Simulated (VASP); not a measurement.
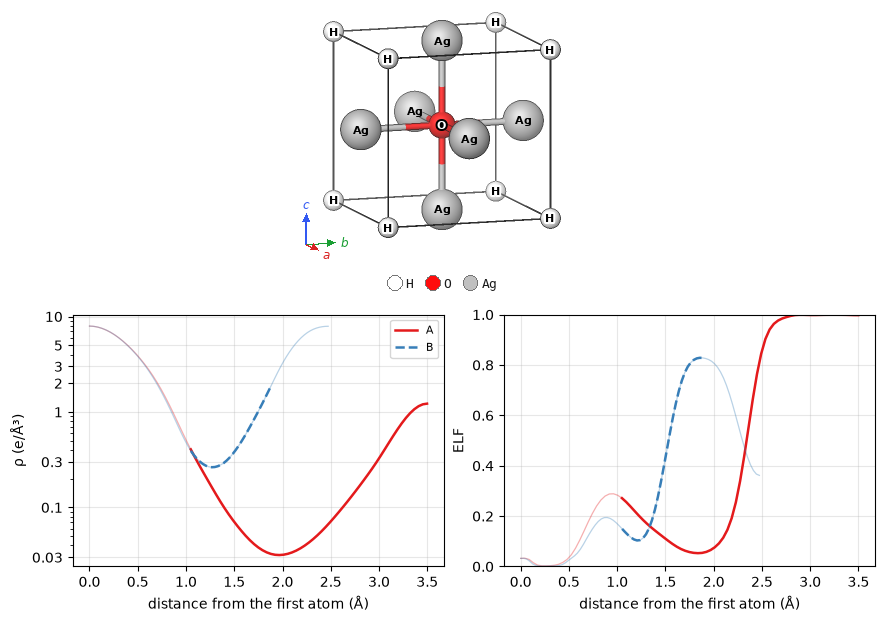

Ag3HO. Valence pseudo-density and electron localisation function along straight lines between neighbouring atoms. Thin, pale parts lie inside the atomic spheres. The structure is drawn too.

Space group Pm-3m; a generated structure, not necessarily the stable one; computed pressure about −11 GPa in this cell.

Theory: Kohn-Sham DFT of a periodic cell, PBEsol, VASP PAW PBE potentials, recommended (VASP 6.6.1).

In a PAW calculation such maps are meaningful between the atoms, not at the nuclei.

```cif
data_structure
_symmetry_space_group_name_H-M 'P 1'
_symmetry_Int_Tables_number 1
_cell_length_a 4.9465
_cell_length_b 4.9465
_cell_length_c 4.9465
_cell_angle_alpha 90.000
_cell_angle_beta 90.000
_cell_angle_gamma 90.000
_cell_volume 121.03
loop_
_atom_site_label
_atom_site_type_symbol
_atom_site_fract_x
_atom_site_fract_y
_atom_site_fract_z
_atom_site_occupancy
H1 H 0.00000 0.00000 0.00000 1
O1 O 0.50000 0.50000 0.50000 1
Ag1 Ag 0.50000 0.50000 0.00000 1
Ag2 Ag 0.50000 0.00000 0.50000 1
Ag3 Ag 0.00000 0.50000 0.50000 1
```

> Which curve belongs to which contact (Ag–H and Ag–O)? The first atom named is at distance zero.

Curve A: Ag–H (3.50 Å): ρ is about 0.04 e/Å³ halfway; the ELF climbs to about 1 towards the hydrogen. Curve B: Ag–O (2.47 Å): ρ at the midpoint is about 0.27 e/Å³; the ELF is about 0.10 at the midpoint; no localised pair shows between them.
